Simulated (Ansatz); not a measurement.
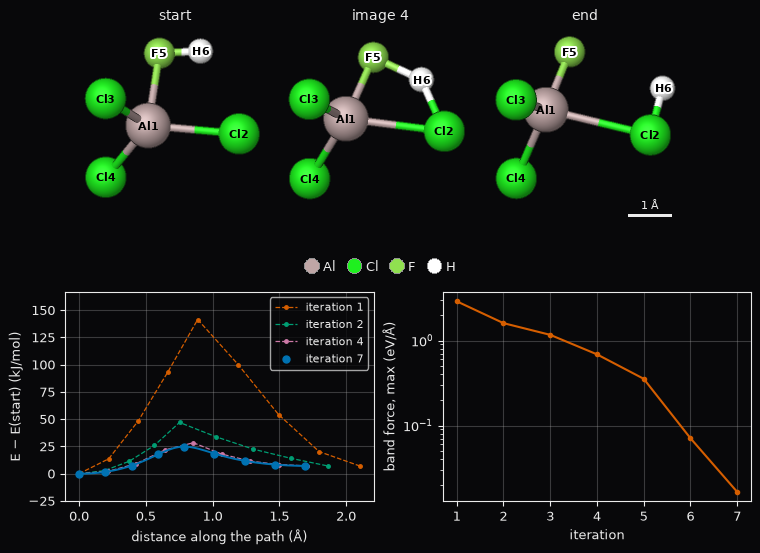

NEB run on AlHCl3F. Images are numbered from 0 (start) to 8 (end). The plot follows the band through its iterations. The picture is a ball-and-stick view, seen from a free direction.

Level of theory: RKS r2SCANh/6-31G* (Ansatz).

Input
```yaml
crystal:
  periodic: [false, false, false]
  atoms:
    - { symbol: Al, position_ang: [0.013261, -0.079316, 0.118855] }
    - { symbol: Cl, position_ang: [0.009411, 0.441851, 2.183714] }
    - { symbol: Cl, position_ang: [1.811865, 0.149781, -0.915553] }
    - { symbol: Cl, position_ang: [-1.800878, 0.070959, -0.903251] }
    - { symbol: F, position_ang: [0.055577, -1.978182, 0.651812] }
    - { symbol: H, position_ang: [0.056065, -1.901294, 1.605222] }
basis:
  gaussian: { orbitals: "6-31G*" }
hamiltonian:
  xc: r2scanh
neb:
  order_check: false
  images: 7
  f_tol: 0.05
  max_iterations: 60
  final_atoms:
    - { symbol: Al, position_ang: [0.01970704, -0.52102478, -0.26128192] }
    - { symbol: Cl, position_ang: [0.01730461, -0.01164532, 2.21458649] }
    - { symbol: Cl, position_ang: [1.80261502, 0.35838033, -0.9017911] }
    - { symbol: Cl, position_ang: [-1.80129321, 0.28423281, -0.89190914] }
    - { symbol: F, position_ang: [0.0568134, -2.11822898, 0.17628087] }
    - { symbol: H, position_ang: [0.05015413, -1.28791506, 2.40491379] }
  initial_path:
    images:
      - { positions_ang: [[0.013261, -0.079316, 0.118855], [0.009411, 0.441851, 2.183714], [1.811865, 0.149781, -0.915553], [-1.800878, 0.070959, -0.903251], [0.055577, -1.978182, 0.651812], [0.056065, -1.901294, 1.605222]] }
      - { positions_ang: [[0.00927069, -0.05786563, 0.0911583], [0.00658934, 0.32360183, 2.2847339], [1.84092936, 0.12027002, -0.96348958], [-1.8342174, 0.05665928, -0.95401999], [0.06405087, -1.95580117, 0.64084913], [0.05867814, -1.78306532, 1.64156724]] }
      - { positions_ang: [[0.00528039, -0.03641525, 0.0634616], [0.00376769, 0.20535265, 2.3857538], [1.86999371, 0.09075903, -1.01142616], [-1.86755681, 0.04235955, -1.00478898], [0.07252473, -1.93342034, 0.62988626], [0.06129129, -1.66483664, 1.67791249]] }
      - { positions_ang: [[0.00129008, -0.01496488, 0.03576489], [0.00094603, 0.08710348, 2.4867737], [1.89905807, 0.06124805, -1.05936274], [-1.90089621, 0.02805983, -1.05555797], [0.0809986, -1.91103951, 0.61892339], [0.06390443, -1.54660796, 1.71425773]] }
      - { positions_ang: [[-0.00270022, 0.00648549, 0.00806819], [-0.00187562, -0.03114569, 2.58779361], [1.92812243, 0.03173706, -1.10729932], [-1.93423561, 0.0137601, -1.10632696], [0.08947246, -1.88865868, 0.60796051], [0.06651757, -1.42837927, 1.75060297]] }
      - { positions_ang: [[0.00290159, -0.12539208, -0.05926934], [0.00291944, -0.0262706, 2.49449183], [1.89674558, 0.11339788, -1.05592226], [-1.90100001, 0.08137828, -1.05272251], [0.0813077, -1.94605126, 0.5000406], [0.06242671, -1.39326322, 1.91418068]] }
      - { positions_ang: [[0.00850341, -0.25726964, -0.12660686], [0.00771449, -0.02139551, 2.40119005], [1.86536872, 0.1950587, -1.00454521], [-1.86776441, 0.14899645, -0.99911805], [0.07314293, -2.00344383, 0.39212069], [0.05833585, -1.35814717, 2.07775838]] }
      - { positions_ang: [[0.01410522, -0.38914721, -0.19394439], [0.01250955, -0.01652042, 2.30788827], [1.83399187, 0.27671951, -0.95316815], [-1.83452881, 0.21661463, -0.94551359], [0.06497817, -2.0608364, 0.28420078], [0.05424499, -1.32303111, 2.24133609]] }
      - { positions_ang: [[0.01970704, -0.52102478, -0.26128192], [0.01730461, -0.01164532, 2.21458649], [1.80261502, 0.35838033, -0.9017911], [-1.80129321, 0.28423281, -0.89190914], [0.0568134, -2.11822898, 0.17628087], [0.05015413, -1.28791506, 2.40491379]] }
```

Command:
```bash
ansatz run input.yaml --threads 2 --pin off --max-ram 3072MiB --backend cpu --events-out ev --progress --plain --runs-dir out
```

### Did the band converge, and can the barrier be trusted?

The result is final at these settings. The band converged in 7 iterations. The largest component of the band force went from 2.9 to 0.017 eV/Å. The climbing image converged on the top of the path. Its vibrational analysis gives one imaginary mode (577i cm⁻¹), as a transition state must have. The first iteration put the highest image at 141.5 kJ/mol. The highest point, image 4, lies 24.9 kJ/mol above the start and 17.7 kJ/mol above the end; the end is at +7.2 kJ/mol relative to the start.

Cost: 2 min on 2 threads of Intel(R) Xeon(R) 6975P-C (Granite Rapids), on a shared host, peak memory 0.24 GiB.
